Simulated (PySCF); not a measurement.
# UB3LYP/6-31G(d) (spherical functions) run of CF (SMILES [C]F)

Aim: the vertical doublet–quartet gap of CF at UB3LYP/6-31G* (spherical functions), from 2 runs. Input form: a Python script.

The calculation is run with PySCF 2.14.0.

6 further runs of the same task are left out: 6 set aside as unsound or not needed.

### 1 The molecule

CF has 2 atoms, charge 0, and is taken as a doublet. As SMILES, `[C]F`. The coordinates come from a PBE0-D4/def2-TZVP relaxation.

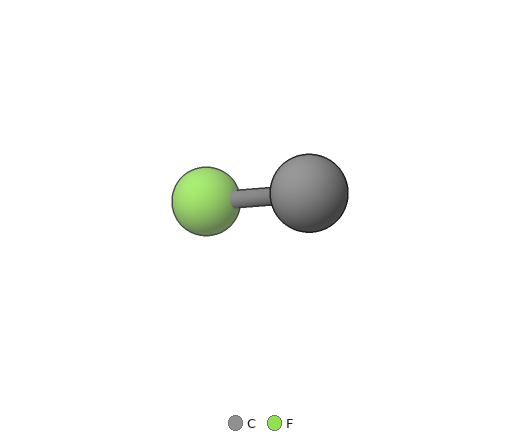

The structure, seen from a chosen angle (carbon grey, fluorine green).

### 2 The energy at UB3LYP/6-31G(d) (spherical functions)

The input, start.xyz:

```xyz
2
CF
C      0.000000     0.000000     0.003080
F      0.000000     0.000000     1.271320
```

The input, job.py:

```python
from pyscf import gto, dft

mol = gto.M(
    atom='start.xyz',
    spin=1,
    basis='6-31g*',
    max_memory=1860,
    verbose=4,
    charge=0,
)

mf = dft.UKS(mol, xc='b3lyp')
mf.grids.level = 5
mf.conv_tol = 1e-10
mf.kernel()
if not mf.converged:
    mf = mf.newton().run(mf.mo_coeff, mf.mo_occ)

e_tot = mf.e_tot
print(f'total energy: {e_tot:.8f} hartree')
```

Launch:

```bash
OMP_NUM_THREADS=1 python job.py
```

Log:

```text
PySCF version 2.14.0

[INPUT] num. atoms = 2
[INPUT] num. electrons = 15
[INPUT] charge = 0
[INPUT] spin (= nelec alpha-beta = 2S) = 1
[INPUT] symmetry False subgroup None
[INPUT] Mole.unit = angstrom
[INPUT] Symbol           X                Y                Z      unit          X                Y                Z       unit  Magmom
[INPUT]  1 C      0.000000000000   0.000000000000   0.003080000000 AA    0.000000000000   0.000000000000   0.005820356464 Bohr   0.0
[INPUT]  2 F      0.000000000000   0.000000000000   1.271320000000 AA    0.000000000000   0.000000000000   2.402446616682 Bohr   0.0

nuclear repulsion = 22.5316733344477
number of shells = 12
number of NR pGTOs = 54
number of NR cGTOs = 28
basis = 6-31g*
ecp = {}

******** <class 'pyscf.dft.uks.UKS'> ********
method = UKS
initial guess = minao
damping factor = 0
level_shift factor = 0
DIIS = <class 'pyscf.scf.diis.CDIIS'>
diis_start_cycle = 1
diis_space = 8
diis_damp = 0
SCF conv_tol = 1e-10
SCF conv_tol_grad = None
SCF max_cycles = 50
direct_scf = True
direct_scf_tol = 1e-13
number electrons alpha = 8  beta = 7
XC library pyscf.dft.libxc version 7.0.0
    S. Lehtola, C. Steigemann, M. J.T. Oliveira, and M. A.L. Marques.,  SoftwareX 7, 1–5 (2018)
XC functionals = b3lyp
    P. J. Stephens, F. J. Devlin, C. F. Chabalowski, and M. J. Frisch.,  J. Phys. Chem. 98, 11623 (1994)
radial grids:
    Treutler-Ahlrichs [JCP 102, 346 (1995); DOI:10.1063/1.469408] (M4) radial grids

becke partition: Becke, JCP 88, 2547 (1988); DOI:10.1063/1.454033
pruning grids: <function nwchem_prune>
grids dens level: 5
symmetrized grids: False
atomic radii adjust function: <function treutler_atomic_radii_adjust>
small_rho_cutoff = 0
Set gradient conv threshold to 1e-05
tot grids = 86856
init E= -137.897208779005

[... the frontier-level lines of each cycle are left out ...]



cycle= 1 E= -137.746274190156  delta_E= 0.151  |g|= 0.275  |ddm|=  1.1
cycle= 2 E= -137.687266725602  delta_E= 0.059  |g|= 0.508  |ddm|= 0.388
cycle= 3 E= -137.773406952213  delta_E= -0.0861  |g|= 0.0399  |ddm|= 0.266
cycle= 4 E= -137.774010973299  delta_E= -0.000604  |g|= 0.00605  |ddm|= 0.0289
cycle= 5 E= -137.774033422937  delta_E= -2.24e-05  |g|= 0.00157  |ddm|= 0.00818
cycle= 6 E= -137.77403521652  delta_E= -1.79e-06  |g|= 0.000307  |ddm|= 0.00239
cycle= 7 E= -137.774035313268  delta_E= -9.67e-08  |g|= 6.21e-05  |ddm|= 0.000555
cycle= 8 E= -137.774035318525  delta_E= -5.26e-09  |g|= 1.55e-05  |ddm|= 0.000122
cycle= 9 E= -137.774035318771  delta_E= -2.46e-10  |g|= 1.85e-06  |ddm|= 2.31e-05
cycle= 10 E= -137.774035318777  delta_E= -6.03e-12  |g|= 4.5e-07  |ddm|= 4.06e-06
Extra cycle  E= -137.774035318777  delta_E= -1.71e-13  |g|= 6.42e-07  |ddm|= 9.63e-07
converged SCF energy = -137.774035318777  <S^2> = 0.75255679  2S+1 = 2.0025552
total energy: -137.77403532 hartree
```

It took 2.5 s on 1 thread of Arm Neoverse V2, shared host; peak memory 0.2 GiB.

### 3 The quartet

The input, job.py:

```python
from pyscf import gto, dft

system = gto.M(
    atom='''
C      0.000000     0.000000     0.003080
F      0.000000     0.000000     1.271320
''',
    basis='6-31g*',
    verbose=4,
    max_memory=1860,
    spin=3,
)

ks = dft.UKS(system, xc='b3lyp')
ks.grids.level = 5
ks.conv_tol = 1e-10
ks.kernel()
if not ks.converged:
    ks = ks.newton().run(ks.mo_coeff, ks.mo_occ)

etot = ks.e_tot
print(f'total energy: {etot:.8f} hartree')
```

Launch:

```bash
OMP_NUM_THREADS=1 python job.py
```

Log:

```text
PySCF version 2.14.0

[INPUT] num. atoms = 2
[INPUT] num. electrons = 15
[INPUT] charge = 0
[INPUT] spin (= nelec alpha-beta = 2S) = 3
[INPUT] symmetry False subgroup None
[INPUT] Mole.unit = angstrom
[INPUT] Symbol           X                Y                Z      unit          X                Y                Z       unit  Magmom
[INPUT]  1 C      0.000000000000   0.000000000000   0.003080000000 AA    0.000000000000   0.000000000000   0.005820356464 Bohr   0.0
[INPUT]  2 F      0.000000000000   0.000000000000   1.271320000000 AA    0.000000000000   0.000000000000   2.402446616682 Bohr   0.0

nuclear repulsion = 22.5316733344477
number of shells = 12
number of NR pGTOs = 54
number of NR cGTOs = 28
basis = 6-31g*
ecp = {}

******** <class 'pyscf.dft.uks.UKS'> ********
method = UKS
initial guess = minao
damping factor = 0
level_shift factor = 0
DIIS = <class 'pyscf.scf.diis.CDIIS'>
diis_start_cycle = 1
diis_space = 8
diis_damp = 0
SCF conv_tol = 1e-10
SCF conv_tol_grad = None
SCF max_cycles = 50
direct_scf = True
direct_scf_tol = 1e-13
number electrons alpha = 9  beta = 6
XC library pyscf.dft.libxc version 7.0.0
    S. Lehtola, C. Steigemann, M. J.T. Oliveira, and M. A.L. Marques.,  SoftwareX 7, 1–5 (2018)
XC functionals = b3lyp
    P. J. Stephens, F. J. Devlin, C. F. Chabalowski, and M. J. Frisch.,  J. Phys. Chem. 98, 11623 (1994)
radial grids:
    Treutler-Ahlrichs [JCP 102, 346 (1995); DOI:10.1063/1.469408] (M4) radial grids

becke partition: Becke, JCP 88, 2547 (1988); DOI:10.1063/1.454033
pruning grids: <function nwchem_prune>
grids dens level: 5
symmetrized grids: False
atomic radii adjust function: <function treutler_atomic_radii_adjust>
small_rho_cutoff = 0
Set gradient conv threshold to 1e-05
tot grids = 86856
init E= -137.897208779005
[... the frontier-level lines of each cycle are left out ...]


cycle= 1 E= -137.603020387382  delta_E= 0.294  |g|= 0.265  |ddm|= 1.28


cycle= 2 E= -137.577367764102  delta_E= 0.0257  |g|=  0.4  |ddm|= 0.411


cycle= 3 E= -137.633816303541  delta_E= -0.0564  |g|= 0.0545  |ddm|= 0.23


cycle= 4 E= -137.634732523058  delta_E= -0.000916  |g|= 0.0135  |ddm|= 0.0341
cycle= 5 E= -137.634841442031  delta_E= -0.000109  |g|= 0.00117  |ddm|= 0.0153
cycle= 6 E= -137.634843526489  delta_E= -2.08e-06  |g|= 0.00035  |ddm|= 0.00221
cycle= 7 E= -137.634843627367  delta_E= -1.01e-07  |g|= 4.27e-05  |ddm|= 0.000504
cycle= 8 E= -137.634843628413  delta_E= -1.05e-09  |g|= 6.66e-06  |ddm|= 4.47e-05
cycle= 9 E= -137.634843628456  delta_E= -4.23e-11  |g|= 9.74e-07  |ddm|= 9.77e-06
Extra cycle  E= -137.634843628456  delta_E= -3.69e-13  |g|= 1.07e-06  |ddm|= 1.29e-06
converged SCF energy = -137.634843628456  <S^2> = 3.7522335  2S+1 = 4.0011166
total energy: -137.63484363 hartree
```

It took 2.4 s on 1 thread of Arm Neoverse V2, shared host; peak memory 0.2 GiB.

### 4 What came out

At UB3LYP/6-31G* (spherical functions):

| quantity | value |
| --- | --- |
| doublet: total energy | -137.77404 Eh |
| doublet: dipole moment | 0.82 D |
| doublet: HOMO energy (highest over α and β) | -5.39 eV |
| doublet: LUMO energy (lowest over α and β) | -2.44 eV |
| doublet: ⟨S²⟩ | 0.753 |
| quartet: total energy | -137.63484 Eh |
| quartet: dipole moment | 0.49 D |
| quartet: HOMO energy (highest over α and β) | -5.88 eV |
| quartet: LUMO energy (lowest over α and β) | -5.78 eV |
| quartet: ⟨S²⟩ | 3.752 |
| vertical energy of the quartet above the doublet | 3.788 eV |

**Reading.** At this shape the quartet lies 3.79 eV (365 kJ/mol) above the doublet.
